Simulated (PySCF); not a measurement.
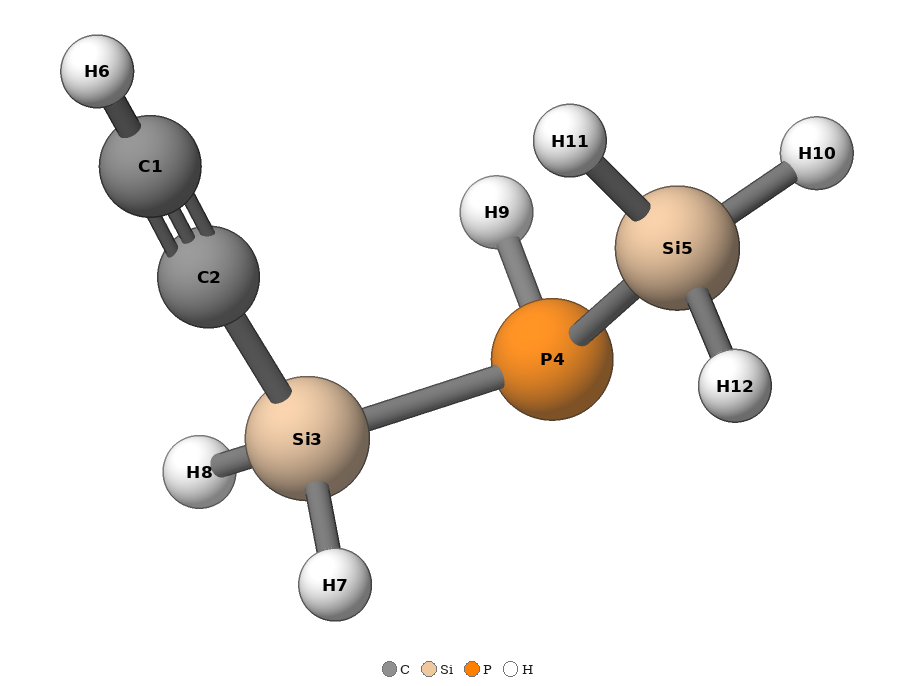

The geometry was computed by an optimisation with GFN2-xTB. No frequency run is at hand to confirm it as a minimum. Properties computed with delta-SCF UKS SCAN, pcX-2 on the ionised atom, pcseg-1 elsewhere, spin-free X2C (PySCF 2.14.0).

Give the core-electron binding energies (to vacuum; p and d levels without spin–orbit splitting) of C1 1s, C2 1s, Si3 1s, Si3 2p, P4 1s, P4 2p, Si5 1s, Si5 2p.

```tsv
atom	level	binding energy (eV)
C1	1s	290.3
C2	1s	290.2
Si3	1s	1846.8
Si3	2p	107.2
P4	1s	2149.2
P4	2p	136.0
Si5	1s	1846.4
Si5	2p	106.9
```

The geometry is semi-empirical. Around P, Si such bond lengths and angles can be off by a tenth of an ångström or more and by several degrees, and values that hang on the shape move with them.
